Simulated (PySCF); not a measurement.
SMILES C=CCF (C₃H₅F), PBE/def2-SVP optimised geometry. Atoms within 1.6 Å of the plane z = 0.0 Å (x, y, z in Å): C1 (0.83, -1.01, 0.84), C2 (0.06, -0.29, 0.00), C3 (-1.43, -0.29, 0.00), F4 (-1.93, 1.01, 0.00), H5 (1.93, -1.00, 0.78), H7 (0.53, 0.34, -0.78), H8 (-1.82, -0.80, -0.92), H9 (-1.83, -0.83, 0.89).

Calculation: PBE/def2-TZVP (PySCF). Cells within 0.4 Å of a nucleus heavier than hydrogen are left out (blank, or x).

Map of the Laplacian of the electron density (e/bohr⁵) on the plane z = 0.0 Å:

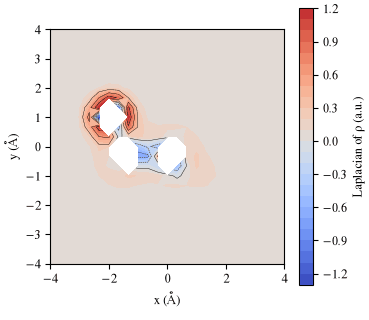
*Laplacian of the electron density (e/bohr⁵) on the plane z = 0.0 Å.*
